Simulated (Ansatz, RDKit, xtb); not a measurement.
# CH6N2SSi2: which of the isomers drawn lies lowest?, part 2 of 2

Which of a sample of isomers of CH6N2SSi2 is the most stable in the gas at 298.15 K, and what are its properties? The sample is small against all isomers, and the most stable one of this formula need not be in it.

xtb, Ansatz and PySCF; isolated molecules.

### 6 Ranking at B3LYP-D3(BJ)/def2-SVP

```csv
label,spin,r2SCAN-D4/def2-SVP (kcal/mol),"B3LYP-D3(BJ)/def2-SVP, relaxed (kcal/mol)",time
c602a,singlet,0.4,0.0,3.9 min
c440a,singlet,0.0,1.9,2.2 min
c871c,singlet,40.0,39.1,93 s
```

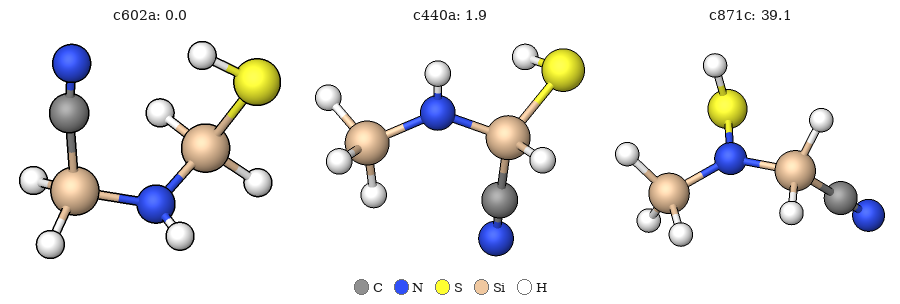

The relaxed structures, with energies at B3LYP-D3(BJ)/def2-SVP in kcal/mol.

### 7 Are they minima? Harmonic frequencies

The lowest few in one piece go on as finalists. In this search the thermal terms come from GFN2-xTB at its own nearest minimum. The first, c602a:

Contents of start.xyz:

```xyz
12
c602a
C     -2.256739     1.277769     2.546243
N     -3.224007     1.920409     2.576597
N      0.548535     1.516149     1.734000
S     -0.602822     4.350154     0.559075
Si    -0.611008     0.392749     2.357471
Si     0.349612     2.443463     0.258538
H     -0.873562    -0.723759     1.418916
H     -0.202329    -0.082341     3.700895
H      1.164808     1.930439     2.432193
H      1.672300     2.777810    -0.327870
H     -0.450535     1.560693    -0.631976
H     -1.755866     3.820958     1.036571
```

Run with:

```sh
$ xtb start.xyz --gfn 2 --ohess tight
```

Output (excerpt; [...] marks lines left out):

```text
* xtb version 6.7.1
[...]
          :  # basis functions                  48          :
[...]
          :  # electrons                        34          :
[...]
          :  Hamiltonian                  GFN2-xTB          :
[...]
          :  net charge                          0          :
          :  unpaired electrons                  0          :
[...]
   *** convergence criteria satisfied after 14 iterations ***
[...]
   *** GEOMETRY OPTIMIZATION CONVERGED AFTER 22 ITERATIONS ***
[...]
   *** convergence criteria satisfied after 3 iterations ***
[...]
         ::                     SUMMARY                     ::
         :::::::::::::::::::::::::::::::::::::::::::::::::::::
         :: total energy             -17.771284757513 Eh    ::
         :: gradient norm              0.000337396265 Eh/a0 ::
         :: HOMO-LUMO gap              3.352189804941 eV    ::
         ::.................................................::
         :: SCC energy               -17.992943147793 Eh    ::
         :: -> isotropic ES            0.052232517522 Eh    ::
         :: -> anisotropic ES          0.002250241642 Eh    ::
         :: -> anisotropic XC          0.020212118176 Eh    ::
         :: -> dispersion             -0.010645281517 Eh    ::
         :: repulsion energy           0.221658390281 Eh    ::
         :: add. restraining           0.000000000000 Eh    ::
         :: total charge               0.000000000000 e     ::
         :::::::::::::::::::::::::::::::::::::::::::::::::::::
[...]
        17        2.0000           -0.3798775             -10.3370 (HOMO)
        18                         -0.2566867              -6.9848 (LUMO)
[...]
molecular dipole:
                 x           y           z       tot (Debye)
 q only:        0.912      -1.208       0.004
   full:        1.321      -1.706       0.115       5.492
molecular quadrupole (traceless):
[...]
          | TOTAL ENERGY              -17.771284757512 Eh   |
          | TOTAL ENTHALPY            -17.694181358160 Eh   |
          | TOTAL FREE ENERGY         -17.741193870561 Eh   |
          | GRADIENT NORM               0.000337434323 Eh/α |
[...]
```

It took 1.6 s on 2 threads of AMD EPYC (Zen 3), shared host.

### 8 Zero-point energy and free-energy terms

As xtb prints them, at 298.15 K, with its own treatment of low modes:

```csv
label,SMILES,spin,lowest mode (cm⁻¹),zero-point (kcal/mol),G − E (kcal/mol)
c602a,N#C[SiH2]N[SiH2]S,singlet,12,41.4,18.9
c440a,N#C[Si@@H](S)N[SiH3],singlet,37,41.1,18.2
c871c,N#C[SiH2]N([SiH3])S,singlet,26,39.3,17.1
```

### 9 Last filter: a higher level

Single points at CCSD(T)/def2-SVP + MP2/def2-TZVPP - MP2/def2-SVP on the refined geometries decide the order.

c602a, CCSD(T)/def2-SVP:

Contents of input.yaml:

```yaml
crystal:
  periodic: [false, false, false]
  atoms:
    - {symbol: C, position_ang: [-2.256739, 1.277769, 2.546243]}
    - {symbol: N, position_ang: [-3.224007, 1.920409, 2.576597]}
    - {symbol: N, position_ang: [0.548535, 1.516149, 1.734000]}
    - {symbol: S, position_ang: [-0.602822, 4.350154, 0.559075]}
    - {symbol: Si, position_ang: [-0.611008, 0.392749, 2.357471]}
    - {symbol: Si, position_ang: [0.349612, 2.443463, 0.258538]}
    - {symbol: H, position_ang: [-0.873562, -0.723759, 1.418916]}
    - {symbol: H, position_ang: [-0.202329, -0.082341, 3.700895]}
    - {symbol: H, position_ang: [1.164808, 1.930439, 2.432193]}
    - {symbol: H, position_ang: [1.672300, 2.777810, -0.327870]}
    - {symbol: H, position_ang: [-0.450535, 1.560693, -0.631976]}
    - {symbol: H, position_ang: [-1.755866, 3.820958, 1.036571]}
basis:
  gaussian:
    orbitals: def2-SVP
correlation:
  method: ccsd_t
  frozen_orbitals: {C: 1, Si: 5, "N": 1, S: 5, H: 0}
```

Run with:

```sh
$ ansatz run input.yaml --threads 2 --pin off --max-ram 5220MiB --events-out events.jsonl --progress --plain --runs-dir runs
```

Output (excerpt; [...] marks lines left out):

```text
Warning: RAYON_NUM_THREADS=2 ignored (pool sized by the plan → 2); use --threads N
Functional definition: HF
  name "HF"
[...]
1231 factors; integrals over basis functions are off by at most 1.2e-3 eV
[...]
mean field -30621.52635093 eV, -1125.3203373805 hartree, gradient 9.9e-7 eV, S^2 0.000000; 0 other end points of the search recorded, 0 dependent functions left out
18 core orbitals not correlated: weight in the atoms' cores, before any rotation towards them, 1.000 or more for the frozen orbitals, at most 0.000 for the correlated occupied ones
reference -30621.52635093 eV, -1125.3203373805 hartree; 17, 17 occupied and 91, 91 virtual orbitals, 1231 factors
second order -20.92769621 eV of doubles, -0.00000000 eV of singles
cycle   1  -21.64023210 eV  change   -7.1e-1 eV  update   1.2e-1
[...]
cycle   9  -22.50814678 eV  change   -1.2e-5 eV  update   1.6e-5
perturbative correction -0.77233067 eV, -0.0283826286 hartree
Total energy: -30644.80682838 eV, -1126.1758791468 hartree
```

Wall time 42 s (2 threads of AMD EPYC (Zen 3), shared host); peak memory 0.69 GiB.

### 10 c602a at MP2/def2-TZVPP

input.yaml, as its differences from that of step 9:

```diff
@@ -4,4 +4,4 @@
     - {symbol: C, position_ang: [-2.256739, 1.277769, 2.546243]}
-    - {symbol: N, position_ang: [-3.224007, 1.920409, 2.576597]}
-    - {symbol: N, position_ang: [0.548535, 1.516149, 1.734000]}
+    - {symbol: "N", position_ang: [-3.224007, 1.920409, 2.576597]}
+    - {symbol: "N", position_ang: [0.548535, 1.516149, 1.734000]}
     - {symbol: S, position_ang: [-0.602822, 4.350154, 0.559075]}
@@ -17,5 +17,5 @@
   gaussian:
-    orbitals: def2-SVP
+    orbitals: def2-TZVPP
 correlation:
-  method: ccsd_t
+  method: mp2
   frozen_orbitals: {C: 1, Si: 5, "N": 1, S: 5, H: 0}
```

Run with:

```sh
$ ansatz run input.yaml --threads 2 --pin off --max-ram 5220MiB --events-out events.jsonl --progress --plain --runs-dir runs
```

Output:

```text
Warning: RAYON_NUM_THREADS=2 ignored (pool sized by the plan → 2); use --threads N
[... 2 set-up lines as earlier in the session ...]
  exchange = exact_x
  correlation = 0
1769 factors; integrals over basis functions are off by at most 9.3e-4 eV
mean field evaluation 1: about -30630.2773 eV, gradient 4.5e1 eV
mean field evaluation 2: about -30630.6966 eV, gradient 4.5e1 eV
mean field evaluation 4: about -30635.7399 eV, gradient 6.3e0 eV
mean field evaluation 8: about -30635.8828 eV, gradient 5.3e-1 eV
mean field evaluation 16: about -30635.8841 eV, gradient 2.6e-6 eV
mean field -30635.88407896 eV, -1125.8479741539 hartree, gradient 2.6e-6 eV, S^2 0.000000; 0 other end points of the search recorded, 0 dependent functions left out
18 core orbitals not correlated: weight in the atoms' cores, before any rotation towards them, 1.000 or more for the frozen orbitals, at most 0.000 for the correlated occupied ones
reference -30635.88407896 eV, -1125.8479741539 hartree; 17, 17 occupied and 268, 268 virtual orbitals, 1769 factors
second order -26.28266245 eV of doubles, -0.00000000 eV of singles
Total energy: -30662.16674142 eV, -1126.8138441840 hartree
```

Wall time 33 s (2 threads of AMD EPYC (Zen 3), shared host); peak memory 0.9 GiB.

### 11 c440a at CCSD(T)/def2-SVP

Contents of input.yaml:

```yaml
crystal:
  periodic: [false, false, false]
  atoms:
    - {symbol: C, position_ang: [-2.744876, 0.082344, 1.995913]}
    - {symbol: N, position_ang: [-3.619134, 0.480139, 2.648012]}
    - {symbol: N, position_ang: [-0.801855, 0.682584, -0.034686]}
    - {symbol: S, position_ang: [-2.078743, -2.274605, -0.206815]}
    - {symbol: Si, position_ang: [-1.369716, -0.613970, 0.949276]}
    - {symbol: Si, position_ang: [-1.017794, 2.427358, 0.031928]}
    - {symbol: H, position_ang: [-0.380821, -1.216996, 1.875731]}
    - {symbol: H, position_ang: [-2.944002, -1.530547, -0.935988]}
    - {symbol: H, position_ang: [-0.173754, 0.365393, -0.773991]}
    - {symbol: H, position_ang: [-2.082407, 2.714665, 1.024040]}
    - {symbol: H, position_ang: [0.243816, 3.118579, 0.430540]}
    - {symbol: H, position_ang: [-1.409232, 2.931052, -1.316362]}
basis:
  gaussian:
    orbitals: def2-SVP
correlation:
  method: ccsd_t
  frozen_orbitals: {C: 1, Si: 5, "N": 1, S: 5, H: 0}
```

Run with:

```sh
$ ansatz run input.yaml --threads 2 --pin off --max-ram 5220MiB --events-out events.jsonl --progress --plain --runs-dir runs
```

Output (excerpt; [...] marks lines left out):

```text
Warning: RAYON_NUM_THREADS=2 ignored (pool sized by the plan → 2); use --threads N
[... 2 set-up lines as earlier in the session ...]
[...]
1231 factors; integrals over basis functions are off by at most 1.1e-3 eV
[...]
mean field -30621.45371973 eV, -1125.3176682331 hartree, gradient 2.7e-6 eV, S^2 0.000000; 0 other end points of the search recorded, 0 dependent functions left out
18 core orbitals not correlated: weight in the atoms' cores, before any rotation towards them, 1.000 or more for the frozen orbitals, at most 0.000 for the correlated occupied ones
reference -30621.45371973 eV, -1125.3176682331 hartree; 17, 17 occupied and 91, 91 virtual orbitals, 1231 factors
second order -20.93696024 eV of doubles, -0.00000000 eV of singles
cycle   1  -21.64015321 eV  change   -7.0e-1 eV  update   1.2e-1
[...]
cycle   9  -22.51377304 eV  change   -3.2e-6 eV  update   2.1e-5
perturbative correction -0.77088376 eV, -0.0283294557 hartree
Total energy: -30644.73837652 eV, -1126.1733635875 hartree
```

It took 41 s on 2 threads of AMD EPYC (Zen 3), shared host; peak memory 0.68 GiB.

### 12 Putting it together

Energies in kcal/mol from c602a; G adds the thermal terms to the CCSD(T)/def2-SVP + MP2/def2-TZVPP - MP2/def2-SVP energy. The columns left of the relaxed level are at the tight-binding geometries.

```csv
label,SMILES,spin,GFN2-xTB,HF/STO-3G,r2SCAN-D4/def2-SVP,B3LYP-D3(BJ)/def2-SVP,HF/def2-SVP,MP2/def2-SVP,CCSD(T)/def2-SVP + MP2/def2-TZVPP - MP2/def2-SVP,G,share at equilibrium,T1
c602a,N#C[SiH2]N[SiH2]S,singlet,0.0,0.0,0.0,0.0,0.0,0.0,0.0,0.0,87.6 %,0.012
c440a,N#C[Si@@H](S)N[SiH3],singlet,2.3,-0.1,-0.4,1.9,1.7,1.5,1.8,1.2,12.4 %,0.012
c871c,N#C[SiH2]N([SiH3])S,singlet,26.2,27.3,39.5,39.1,40.6,40.0,40.3,38.5,< 0.1 %,0.013
```

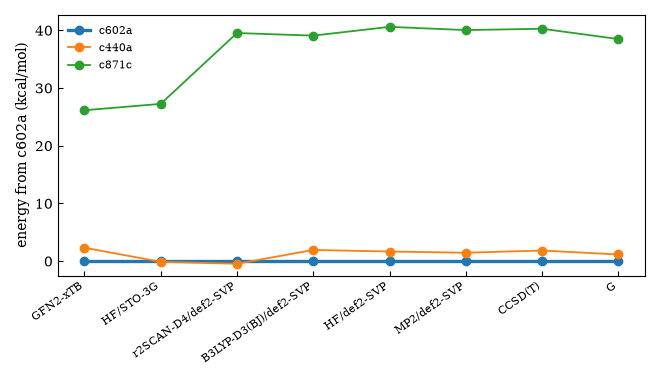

The finalists at each level, measured from c602a.

Lowest found: c602a, `N#C[SiH2]N[SiH2]S`, a singlet. Bond lengths: C1–N2 1.162 Å, C1–Si5 1.878 Å, N3–Si5 1.731 Å, N3–Si6 1.754 Å, S4–Si6 2.152 Å, Si5–H7 1.482 Å, Si5–H8 1.482 Å, N3–H9 1.019 Å, Si6–H10 1.485 Å, Si6–H11 1.487 Å, S4–H12 1.356 Å. Some angles: N2–C1–Si5 173.2°, C1–Si5–N3 108.5°, Si5–N3–Si6 124.8°, N3–Si6–S4 113.6°, C1–Si5–H7 105.3°, C1–Si5–H8 107.5°, N3–Si5–H7 112.3°, N3–Si5–H8 110.5°, Si5–N3–H9 115.0°, Si6–N3–H9 115.5°.

```xyz
12

C    -2.2567    1.2778    2.5462
N    -3.2240    1.9204    2.5766
N     0.5485    1.5161    1.7340
S    -0.6028    4.3502    0.5591
Si   -0.6110    0.3927    2.3575
Si    0.3496    2.4435    0.2585
H    -0.8736   -0.7238    1.4189
H    -0.2023   -0.0823    3.7009
H     1.1648    1.9304    2.4322
H     1.6723    2.7778   -0.3279
H    -0.4505    1.5607   -0.6320
H    -1.7559    3.8210    1.0366
```

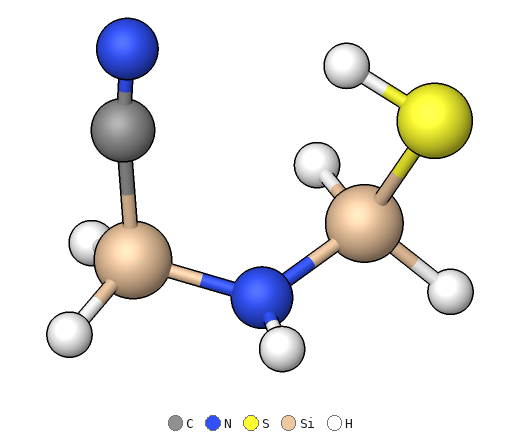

The lowest structure found, seen from a chosen angle (carbon grey, nitrogen blue, sulfur yellow, silicon light orange, hydrogen white).

### 13 What came out

This closing draws on all 2 parts.

```
                                 quantity                                                                    value
                   lowest structure found                                               N#C[SiH2]N[SiH2]S, singlet
                            next finalist                  N#C[Si@@H](S)N[SiH3], singlet, 1.2 kcal/mol higher in G
share at equilibrium, among the finalists                                                                   87.6 %
                                   funnel  12 starts, 10 minima at GFN2-xTB, 8 screening runs, 3 relaxed, 3 ranked
                     CPU time of all runs                                                                   23 min
```

In words: `N#C[SiH2]N[SiH2]S` comes out lowest. Its margin of 1.2 kcal/mol is inside the likely error of CCSD(T)/def2-SVP + MP2/def2-TZVPP - MP2/def2-SVP with harmonic terms (about 1.5 kcal/mol), so the order of the first two is not settled. GFN2-xTB, B3LYP-D3(BJ)/def2-SVP, HF/def2-SVP and MP2/def2-SVP already put its bonding pattern lowest among the structures in one piece; HF/STO-3G favours the singlet N#C[Si@@H](S)N[SiH3] (c440b, not a finalist); r2SCAN-D4/def2-SVP favours the singlet N#C[Si@@H](S)N[SiH3]. The largest share of the time went into the relaxations (60 %). 4 minima inside the window were never screened. The search is not exhaustive (a finite list of starts, one conformer a finalist), so a lower isomer can't be ruled out. Only 3 drawn patterns were tried, so whole families of isomers are missing, and the result ranks this sample alone.
